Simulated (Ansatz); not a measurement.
# Work function of K(110): what the settings cost and change, part 2 of 2

How far do cutoff, k-mesh and smearing move the work function of K(110)?

Ansatz 0.2.0; plane-wave DFT, PBE, Ansatz PAW.

So far. Step 7 (Run): The work function is 2.399 eV, +0.008 eV from the run “cutoff 420 eV”, at 0.12 times its CPU time.

## Step 8: Slab

Input file input.yaml:

```yaml
crystal:
  lattice:
    - [3.6981684656, -2.615, 0.0]
    - [3.6981684656, 2.615, 0.0]
    - [0.0, 0.0, 40.1890107936]
  atoms:
    - { symbol: K, position: [0.0, 0.0, 0.2239418145] }
    - { symbol: K, position: [0.5, 0.5, 0.3159612097] }
    - { symbol: K, position: [0.0, 0.0, 0.4079806048] }
    - { symbol: K, position: [0.5, 0.5, 0.5] }
    - { symbol: K, position: [0.0, 0.0, 0.5920193952] }
    - { symbol: K, position: [0.5, 0.5, 0.6840387903] }
    - { symbol: K, position: [0.0, 0.0, 0.7760581855] }
kpoints:
  mp_grid: { grid: [7, 7, 1] }
hamiltonian:
  xc: pbe
scf:
  occupations: { method: fermi_dirac, width: 0.1 }
  convergence: { dr2_threshold: 1.0e-09 }
efield:
  axis: 3
  dipole_correction: true
  ramp_position: 0.97
  ramp_width: 0.06
output:
  write_potential: true
  write_density: true
  volumetric_format: npy
```

Command:

```bash
$ ansatz run input.yaml --threads 2 --pin off --max-ram 3072MiB --backend cpu --events-out ev --progress --plain --runs-dir out
```

Numbers of over 12 decimals in the logs are rounded to 6 here.

The program printed:

```text
[...]
Crystal: 7 atoms, lattice volume = 777.313 Å³
Basis set: ecut = 420 eV, 15259 PW (Γ)
Bands: 39, of which v1, the nominal top of the filled ones, is band 32 counted from 1 (31 counted from 0)
Symmetry: 4 space group operations
k-points: 16 of 49
[...]
k-point 1: bands = [... 28 lower, -1.5525, -1.4053, -1.1633, -0.8322, -0.4129, 0.0687, 0.5829, 1.1720, ... 3 higher]
  k-point 2: bands = [... 28 lower, -0.9924, -0.8519, -0.6199, -0.3014, 0.1033, 0.5696, 1.0659, 1.4956, ... 3 higher]
  k-point 15: bands = [... 28 lower, 1.0272, 1.1755, 1.1862, 1.2588, 1.3825, 1.4054, 1.5564, 1.6666, ... 3 higher]
[key lines of the parts left out:]
SCF converged after 9 iterations
Free energy (F): -10764.325653 eV
Fermi energy:    0.403860 eV
Dipole field:    D = 0.000000 V/Å  (p = 0.000001 e·Å, saw-weighted, corrected)
Work function:   Φ+ = 2.3854 eV   Φ− = 2.3854 eV
```

The job ended after 31 s (2 threads of Intel Xeon 6975P-C (Granite Rapids), shared host; peak memory 1.1 GiB).

The work function is 2.385 eV, -0.005 eV from the run “cutoff 420 eV”, at 0.45 times its CPU time.

## Step 9: Run

input.yaml: that of step 8 with these lines changed.

```diff
@@ -14,3 +14,3 @@
 kpoints:
-  mp_grid: { grid: [7, 7, 1] }
+  mp_grid: { grid: [15, 15, 1] }
 hamiltonian:
```

The program printed:

```text
[...]
Crystal: 7 atoms, lattice volume = 777.313 Å³
Basis set: ecut = 420 eV, 15259 PW (Γ)
Bands: 39, of which v1, the nominal top of the filled ones, is band 32 counted from 1 (31 counted from 0)
Symmetry: 4 space group operations
k-points: 64 of 225
[...]
k-point 1: bands = [... 28 lower, -1.7054, -1.5576, -1.3146, -0.9775, -0.5557, -0.0706, 0.4463, 1.0856, ... 3 higher]
  k-point 2: bands = [... 28 lower, -1.5793, -1.4328, -1.1918, -0.8571, -0.4380, 0.0443, 0.5592, 1.1566, ... 3 higher]
  k-point 63: bands = [... 28 lower, 0.9235, 1.0736, 1.1354, 1.2063, 1.3089, 1.3264, 1.4995, 1.5980, ... 3 higher]
[key lines of the parts left out:]
SCF converged after 9 iterations
Free energy (F): -10764.315700 eV
Fermi energy:    0.402537 eV
Dipole field:    D = -0.000000 V/Å  (p = -0.000002 e·Å, saw-weighted, corrected)
Work function:   Φ+ = 2.3917 eV   Φ− = 2.3917 eV
```

Elapsed: 2 min, on 2 threads; peak memory 2.2 GiB; 4 min of CPU time.

The work function is 2.392 eV, +0.001 eV from the run “cutoff 420 eV”, at 1.8 times its CPU time.

## Step 10: Slab

input.yaml: that of step 9 with these lines changed.

```diff
@@ -14,3 +14,3 @@
 kpoints:
-  mp_grid: { grid: [15, 15, 1] }
+  mp_grid: { grid: [10, 10, 1] }
 hamiltonian:
@@ -18,3 +18,3 @@
 scf:
-  occupations: { method: fermi_dirac, width: 0.1 }
+  occupations: { method: gaussian, width: 0.05 }
   convergence: { dr2_threshold: 1.0e-09 }
```

The program printed:

```text
[...]
Crystal: 7 atoms, lattice volume = 777.313 Å³
Basis set: ecut = 420 eV, 15259 PW (Γ)
Bands: 39, of which v1, the nominal top of the filled ones, is band 32 counted from 1 (31 counted from 0)
Symmetry: 4 space group operations
k-points: 31 of 100
[...]
k-point 1: bands = [... 28 lower, -1.6389, -1.4966, -1.2567, -0.9163, -0.4979, -0.0145, 0.5021, 1.1213, ... 3 higher]
  k-point 2: bands = [... 28 lower, -1.3585, -1.2192, -0.9840, -0.6493, -0.2371, 0.2396, 0.7491, 1.2809, ... 3 higher]
  k-point 30: bands = [... 28 lower, 0.9085, 1.0545, 1.1359, 1.2019, 1.2890, 1.3194, 1.4949, 1.5879, ... 3 higher]
[key lines of the parts left out:]
SCF converged after 10 iterations
Free energy (F): -10764.219423 eV
Fermi energy:    0.417691 eV
Dipole field:    D = -0.000001 V/Å  (p = -0.000002 e·Å, saw-weighted, corrected)
Work function:   Φ+ = 2.3562 eV   Φ− = 2.3562 eV
```

Elapsed: 60 s, on 2 threads; peak memory 1.4 GiB.

The work function is 2.356 eV, -0.035 eV from the run “cutoff 420 eV”, at 0.88 times its CPU time.

## Step 11: Run

input.yaml: that of step 10 with these lines changed.

```diff
@@ -18,3 +18,3 @@
 scf:
-  occupations: { method: gaussian, width: 0.05 }
+  occupations: { method: methfessel_paxton, width: 0.2 }
   convergence: { dr2_threshold: 1.0e-09 }
```

The program printed:

```text
[...]
Crystal: 7 atoms, lattice volume = 777.313 Å³
Basis set: ecut = 420 eV, 15259 PW (Γ)
Bands: 39, of which v1, the nominal top of the filled ones, is band 32 counted from 1 (31 counted from 0)
Symmetry: 4 space group operations
k-points: 31 of 100
[...]
k-point 1: bands = [... 28 lower, -1.6420, -1.4986, -1.2587, -0.9188, -0.5001, -0.0165, 0.5000, 1.1198, ... 3 higher]
  k-point 2: bands = [... 28 lower, -1.3616, -1.2212, -0.9860, -0.6519, -0.2394, 0.2376, 0.7471, 1.2793, ... 3 higher]
  k-point 30: bands = [... 28 lower, 0.9054, 1.0524, 1.1328, 1.1999, 1.2870, 1.3173, 1.4924, 1.5852, ... 3 higher]
[key lines of the parts left out:]
SCF converged after 9 iterations
Free energy (F): -10764.217899 eV
Fermi energy:    0.414827 eV
Dipole field:    D = -0.000001 V/Å  (p = -0.000003 e·Å, saw-weighted, corrected)
Work function:   Φ+ = 2.3640 eV   Φ− = 2.3640 eV
```

It took 66 s on 2 threads; peak memory 1.4 GiB.

The work function is 2.364 eV, -0.027 eV from the run “cutoff 420 eV”, at 0.97 times its CPU time.

## Step 12: Run

input.yaml: that of step 11 with these lines changed.

```diff
@@ -18,3 +18,3 @@
 scf:
-  occupations: { method: methfessel_paxton, width: 0.2 }
+  occupations: { method: fermi_dirac, width: 0.3 }
   convergence: { dr2_threshold: 1.0e-09 }
```

The program printed:

```text
band count auto-derived: 50 (N_el = 63.0; filled up to band 32; 39 by the electrons, moments and atoms)
[...]
Crystal: 7 atoms, lattice volume = 777.313 Å³
Basis set: ecut = 420 eV, 15259 PW (Γ)
Bands: 50, of which v1, the nominal top of the filled ones, is band 32 counted from 1 (31 counted from 0)
Symmetry: 4 space group operations
k-points: 31 of 100
[...]
k-point 1: bands = [... 28 lower, -1.6926, -1.5456, -1.3022, -0.9641, -0.5412, -0.0549, 0.4615, 1.0868, ... 14 higher]
  k-point 2: bands = [... 28 lower, -1.4122, -1.2682, -1.0296, -0.6972, -0.2806, 0.1993, 0.7101, 1.2453, ... 14 higher]
  k-point 30: bands = [... 28 lower, 0.8551, 1.0056, 1.0816, 1.1512, 1.2434, 1.2709, 1.4438, 1.5387, ... 14 higher]
[key lines of the parts left out:]
SCF converged after 9 iterations
Free energy (F): -10765.047391 eV
Fermi energy:    0.307084 eV
Dipole field:    D = 0.000000 V/Å  (p = 0.000000 e·Å, saw-weighted, corrected)
Work function:   Φ+ = 2.5717 eV   Φ− = 2.5718 eV
```

Run time: 84 s. Hardware: 2 threads; peak memory 1.7 GiB.

The work function is 2.572 eV, +0.181 eV from the run “cutoff 420 eV”, at 1.2 times its CPU time.

## Step 13: Slab

input.yaml: that of step 12 with these lines changed.

```diff
@@ -18,3 +18,3 @@
 scf:
-  occupations: { method: fermi_dirac, width: 0.3 }
+  occupations: { method: cold, width: 0.1 }
   convergence: { dr2_threshold: 1.0e-09 }
```

The program printed:

```text
[...]
Crystal: 7 atoms, lattice volume = 777.313 Å³
Basis set: ecut = 420 eV, 15259 PW (Γ)
Bands: 39, of which v1, the nominal top of the filled ones, is band 32 counted from 1 (31 counted from 0)
Symmetry: 4 space group operations
k-points: 31 of 100
[...]
k-point 1: bands = [... 28 lower, -1.6398, -1.4972, -1.2570, -0.9171, -0.4987, -0.0150, 0.5015, 1.1209, ... 3 higher]
  k-point 2: bands = [... 28 lower, -1.3594, -1.2197, -0.9842, -0.6501, -0.2379, 0.2390, 0.7486, 1.2805, ... 3 higher]
  k-point 30: bands = [... 28 lower, 0.9076, 1.0539, 1.1350, 1.2014, 1.2887, 1.3192, 1.4943, 1.5870, ... 3 higher]
[key lines of the parts left out:]
SCF converged after 9 iterations
Free energy (F): -10764.216915 eV
Fermi energy:    0.418772 eV
Dipole field:    D = -0.000000 V/Å  (p = -0.000002 e·Å, saw-weighted, corrected)
Work function:   Φ+ = 2.3565 eV   Φ− = 2.3565 eV
```

Run time: 55 s. Hardware: 2 threads; peak memory 1.4 GiB; 1.8 min of CPU time.

The work function is 2.356 eV, -0.034 eV from the run “cutoff 420 eV”, at 0.81 times its CPU time.

## Step 14: Side by side

Times are for 2 threads of Intel Xeon 6975P-C (Granite Rapids), shared host. Results by setting:

| no. | setting | work function, upper face (eV) | time | memory (GiB) |
| --- | --- | --- | --- | --- |
| 1 | cutoff 200 eV | 2.405 | 23 s | 0.65 |
| 2 | cutoff 300 eV | 2.391 | 39 s | 0.95 |
| 3 | cutoff 420 eV | 2.391 | 68 s | 1.4 |
| 4 | cutoff 600 eV | 2.391 | 1.7 min | 2.2 |
| 5 | mesh 2x2 | 2.318 | 6 s | 0.79 |
| 6 | mesh 3x3 | 2.399 | 9.4 s | 0.76 |
| 7 | mesh 7x7 | 2.385 | 31 s | 1.1 |
| 8 | mesh 15x15 | 2.392 | 2 min | 2.2 |
| 9 | Gaussian smearing 0.05 eV | 2.356 | 60 s | 1.4 |
| 10 | methfessel_paxton smearing 0.2 eV | 2.364 | 66 s | 1.4 |
| 11 | fermi_dirac smearing 0.3 eV | 2.572 | 84 s | 1.7 |
| 12 | cold smearing 0.1 eV | 2.356 | 55 s | 1.4 |

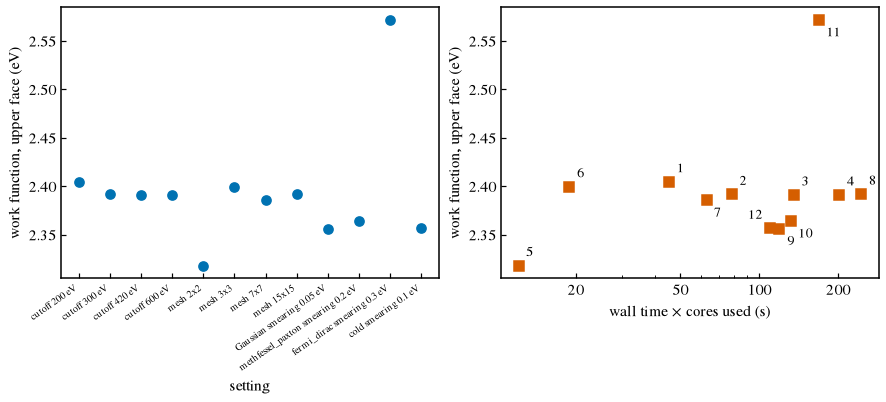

The series as plots; the last panel sets the first result against cost, with the runs numbered as in the table.

## Step 15: A changed input

An input spoilt on purpose, to show how the run answers: it repeats the earlier run “cutoff 200 eV” with output.write_potential from write_potential to Write_potential, and scf.max_iter set to 50; its output block differs too.

input.yaml: that of step 13 with these lines changed.

```diff
@@ -18,4 +18,5 @@
 scf:
-  occupations: { method: cold, width: 0.1 }
+  occupations: { method: fermi_dirac, width: 0.1 }
   convergence: { dr2_threshold: 1.0e-09 }
+  max_iter: 50
 efield:
@@ -25,4 +26,6 @@
   ramp_width: 0.06
+basis:
+  ecutwfc: "200 eV"
 output:
-  write_potential: true
+  Write_potential: true
   write_density: true
```

The program printed:

```text
Error: YAML parse error: error: line 30 column 3: unknown field `Write_potential`, expected one of write_density, write_potential, write_potential_components, volumetric_format, write_bands, fatbands, populations, hubbard, elf, band_densities, bader, dos, optics, efg, charged_corrections, wannier, polarization, topological_invariants, transmission, current_voltage, crpa, pair_interaction, rpa_energy, embedding, core_ [...]
  --> <input>:30:3
   |
28 |   ecutwfc: "200 eV"
29 | output:
30 |   Write_potential: true
   |   ^ unknown field `Write_potential`, expected one of write_density, write_potential, write_potential_components, volumetric_format, write_bands, fatbands, populations, hubbard, elf, band_densities, bader, dos, optics, efg, charged_corrections, wannier, polarization, topological_invariants, transmission, current_voltage, crpa, pair_interaction, rpa_energy, embedding, core_levels, xc_energy_on_converged_density, boltztrap, local_orbitals, orbitals, eigenstates, states_by_energy, atomic_orbital_hamiltonian, active_space, given_orbital_levels, support_matrices, forces, stress, cutoff_correction, eigenvalues, band_residual_tolerance, publish_guard_bands
31 |   write_density: true
32 |   volumetric_format: npy
   |
```

The job ended after 0.02 s (2 threads; peak memory 0.09 GiB).

The program refused the input before any cycle.

The program's message: “Error: YAML parse error: error: line 30 column 3: unknown field `Write_potential`, expected one of write_density, write_potential, write_potential_components, volumetric_format, write_bands, fatbands, …”

A key was misspelt on purpose.

## Step 16: What came out

| Property | Result |
| --- | --- |
| work function, cutoff 420 eV | 2.391 eV |
| work function, cutoff 600 eV | 2.391 eV |
| work function, mesh 2x2 | 2.318 eV |
| work function, fermi_dirac smearing 0.3 eV | 2.572 eV |

**Reading.** The run at the highest cutoff gives 2.39 eV, and the settings tried spread the value from 2.32 to 2.57 eV. Against 600 eV, a cutoff of 200 eV is off by +0.014 eV. Against 600 eV, a cutoff of 420 eV is off by -0.000 eV. Against the finest mesh, 15 points along a, the coarser ones are off by -0.07 (2), +0.01 (3) and -0.01 (7) eV. The smearing schemes and widths spread it over 0.22 eV. The ladder's slabs use the tabulated experimental lattice constant (two decimals; a low-temperature value for the alkali metals).

[Logs are printed without paths, hosts, clocks, repeated set-up lines and the standing remarks that a program may print on its own settings, such as how far it seeks lower states.]

[Hosts, paths, dates, database ids (printed as entryN), source tags and the programs' standing remarks are cut or masked in the printed files.]

[Maps of the electrostatic potential energy from Ansatz leave out the sawtooth potential of an applied field or a dipole correction, so their vacuum need not be flat; planar profiles and work functions include it.]
